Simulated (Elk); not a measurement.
# Cobalt: which magnetic order is lowest, part 3 of 3

Aim: find out whether Cobalt carries moments, and which collinear order costs least.

Elk 11.2.3 (patched build); PBE; all-electron APW+lo, Dirac cores, scalar-relativistic bands.

So far, largest spin moment in the muffin-tin sphere (μB): step 2 (start 1: ferro ++) 1.72; step 3 (start 2: antiferro +-) 1.01; step 5 (order 4, typed as antiferro q=(0,0,1/2) +-+-) 1.51.

**9. Orbital moments**

Level of this step: PBE; all-electron APW+lo, Dirac cores, scalar-relativistic bands with second-variational spin-orbit coupling (Elk).

Orbital moments arise only with spin–orbit coupling, and measured moments hold them.

The run goes on from the saved lowest state, with the moments along the z axis of the cell.

elk.in reads:

```
tasks
  1
  15

xctype
  20

reducebf
  0.5

epsengy
  1e-05

maxscl
  100

rgkmax
  7.0

nempty
  12

swidth
  0.003

lmaxi
  3

spinpol
  .true.

spinorb
  .true.

cmagz
  .true.

sppath
  './'

avec
  4.73829928489 0.00000000000 0.00000000000
  -2.36914964244 4.10348755135 0.00000000000
  0.00000000000 0.00000000000 7.69099635461

atoms
  1
  'Co.in'
  2
  0.3333333333 0.6666666667 0.2500000000   0.000000 0.000000 -0.000060
  0.6666666667 0.3333333333 0.7500000000   0.000000 0.000000 -0.000060

ngridk
  12 12 6
```

On the command line:

```
OMP_NUM_THREADS=2 elk
```

Numbers of over 12 decimals in the logs are rounded to 6 here.

Log:

```text
Warning(gndstate): core states of species 1 leak from the muffin-tin :   0.6699076318E-03
Warning(chksvso): spin-orbit splittings by the second variation are low [figures from our tests cut]: local-orbitals by j (lorbdm 7 and 8, zora) mend levels alone

--- INFO.OUT ---
┌─────────────────────────┐
│ Elk code version 11.2.3 │
└─────────────────────────┘

All units are atomic (Hartree, Bohr, etc.)

┌──────────────────────────────────────────┐
│ Ground-state run resuming from STATE.OUT │
└──────────────────────────────────────────┘

Lattice vectors :
   4.738299285       0.000000000       0.000000000
  -2.369149642       4.103487551       0.000000000
   0.000000000       0.000000000       7.690996355

Species : 1 (Co)
 parameters loaded from : Co.in
 name : cobalt
 nuclear charge    :   -27.00000000
 electronic charge :    27.00000000
 atomic mass :    107428.6517
 muffin-tin radius :    2.334644196
 number of radial points in muffin-tin :    993
 inner part over the whole radius :   0.9921812145E-02
 number on inner part of muffin-tin    :    700
 approximate nuclear radius :   0.7243775530E-04
 number of mesh points to nuclear radius :    334
 atomic positions (lattice), magnetic fields (Cartesian) :
  1 :   0.33333333  0.16666667  0.25000000    0.00000000  0.00000000  0.00000000
  2 :  -0.33333333 -0.16666667 -0.25000000    0.00000000  0.00000000  0.00000000

Total number of atoms per unit cell :    2
Total muffin-tin volume :    106.6057705
 ratio of muffin-tin to unit cell volume :   0.7128899609

Spin treatment :
 spin-polarised
 spin-orbit coupling
 global magnetic field (Cartesian) :    0.000000000       0.000000000       0.000000000
 collinear magnetisation in z-direction

Number of Bravais lattice symmetries :   24
Number of crystal symmetries         :   12
Crystal has inversion symmetry
Real symmetric eigensolver will be used

k-point grid :     12    12     6
k-point offset :    0.000000000       0.000000000       0.000000000
k-point set is reduced with full crystal symmetry group
Total number of k-points :      104

Muffin-tin radius times maximum |G+k| :    7.000000000
 using average radius
Maximum |G+k| for APW functions       :    2.998315551
Maximum (1/2)|G+k|²                   :    4.494948072
Maximum |G| for potential and density :    12.00000000
Constant for pseudocharge density :    7
 order of it for each species :   14
 order of it for pair densities of each species (exact exchange by exxq0 0: 14) :   10
Radial integration step length :    1

G-vector grid sizes :     20    20    30
Number of G-vectors :     4331

Maximum angular momentum used for
 APW functions            :    8
 outer part of muffin-tin :    6
 inner part of muffin-tin :    3

Number of empty states         :     24
Total number of valence states :     80
Total number of core states    :     24

Third-order local-orbitals added for an l without core states : T
Total number of local-orbitals :     44

Exchange-correlation functional :     20     0     0
 Perdew-Burke-Ernzerhof, Phys. Rev. Lett. 77, 3865 (1996)
 gradient requirement :    1
 generalised gradient approximation (GGA)

Smearing type :    3
 Fermi-Dirac
Smearing width :   0.3000000000E-02
Effective electronic temperature (K) :    947.3250744

Mixing type :    3
 Broyden mixing, J. Phys. A: Math. Gen. 17, L317 (1984)

Potential read in from STATE.OUT

┌──────────────────────────────┐
│ Self-consistent loop started │
└──────────────────────────────┘

[... earlier loops left out ...]

┌──────────────────┐
│ Loop number : 10 │
└──────────────────┘

Energies :
 Fermi                       :     0.302444
 sum of occupied eigenvalues :     -1607.0393646688
 electron kinetic            :      2828.1817135865
 core electron kinetic       :      2558.2660457432
 Coulomb                     :     -5495.7252571309
 Coulomb potential           :     -4280.1650180823
 nuclear-nuclear             :     -499.77031406297
 electron-nuclear            :     -5732.3331168164
 Hartree                     :      736.37817374848
 Madelung                    :     -3355.6427480897
 xc potential                :     -154.92476404355
 xc effective B-field        :    -0.131296
 external B-field            :      0.000000
 exchange                    :     -116.85355817119
 correlation                 :     -2.549728
 electron entropic           :    -0.15944163348246E-02
 total energy                :     -2786.9484236503
 (external B-field energy excluded from total)

Density of states at Fermi energy :    53.73681045
 (states/Hartree/unit cell)

Estimated indirect band gap :   0.2884303540E-03
 from k-point 34 to k-point 92
Estimated direct band gap   :   0.1127396650E-02
 at k-point 34

Charges :
 core                        :    24.00000000
 valence                     :    30.00000000
 interstitial                :    1.692636088
 muffin-tins (core leakage)
  species : 1 (Co)
   atom 1                    :    26.15368196     (  0.6699076318E-03)
   atom 2                    :    26.15368196     (  0.6699076318E-03)
 total in muffin-tins        :    52.30736391
 total calculated charge     :    53.99728437
 total charge                :    54.00000000
 error                       :   0.2715631881E-02

Moments :
 interstitial                :  -0.1011393759
 muffin-tins
  species : 1 (Co)
   atom 1                    :    1.714685965
   atom 2                    :    1.714685965
 total in muffin-tins        :    3.429371931
 total moment                :    3.328232555

┌──────────────────────────────┐
│ Self-consistent loop stopped │
└──────────────────────────────┘

Warning : core states of species 1 leak from the muffin-tin :   0.6699076318E-03

Wrote STATE.OUT
```

Elapsed: 2.4 min, on 2 threads of Arm Neoverse V2, shared host; peak memory 0.16 GiB.

Spin moment in the muffin-tin sphere by atom:

```
atom  spin moment in the muffin-tin sphere (μB)
 Co1                                       1.71
 Co2                                       1.71
```

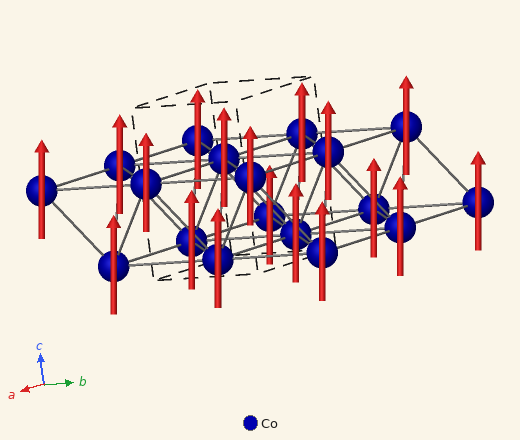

Spin moment in the muffin-tin sphere as arrows, the longest 1.71 μB. Up and down stand for the sign. Arrows give size and sign along the axis of quantisation, drawn up and down the page. 3×3×1 cells are drawn.

Read from the output:

| Item | Value |
| --- | --- |
| density of states at the Fermi level | 1.975 states/eV/cell |
| moment between the spheres | -0.1011 μB |
| magnetization | 3.328 μB |
| final state | ferromagnetic |

Orbital moment <L> in the sphere by atom:

```
atom  x (μB)  y (μB)  z (μB)    size
 Co1  0.0000  0.0000  0.0827  0.0827
 Co2  0.0000  0.0000  0.0827  0.0827
```

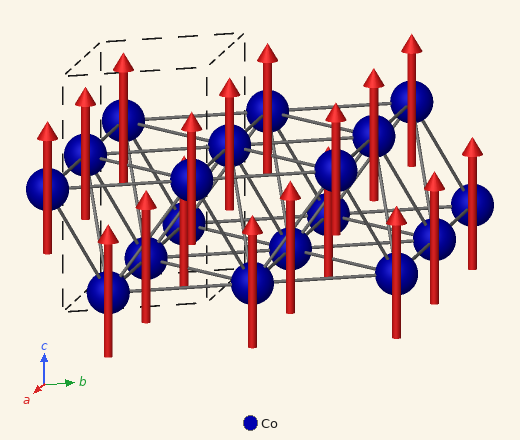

Orbital moment <L> in the sphere as arrows, the longest 0.0827 μB. 3×3×1 cells are drawn.

**10. Results**

| Property | Result |
| --- | --- |
| lowest state found | ferromagnetic (typed ferro ++) |
| largest site moment | 1.72 μB |
| next state | antiferromagnetic, 118 meV a seeded atom higher |
| energy gained by spin polarisation | 227 meV a seeded atom |
| with spin–orbit coupling: largest spin moment and its orbital moment | 1.71 and 0.0827 μB |

In words: The lowest state found is ferromagnetic, reached from the start ferro ++, with moments up to 1.72 μB. The next state costs 118 meV a seeded atom. 1 start gave no converged result and is missing from the ranking; a lower order may hide there. The orbital moment is parallel to the spin, as Hund's third rule has it for a shell over half filled. This is the lowest of 4 finished starts, no proof of the ground state.

[Logs and program files are shortened in this print: banners, set-up blocks, solver, clock and traceback lines can be left out without a mark of their own.]

[Logs are printed without paths, hosts, clocks, repeated set-up lines and the standing remarks that a program may print on its own settings, such as how far it seeks lower states.]

[Hosts, paths, dates, database ids (printed as entryN), source tags and the programs' standing remarks are cut or masked in the printed files.]

[Where a cell is said to come from a database of computed structures, the database is the Materials Project.]
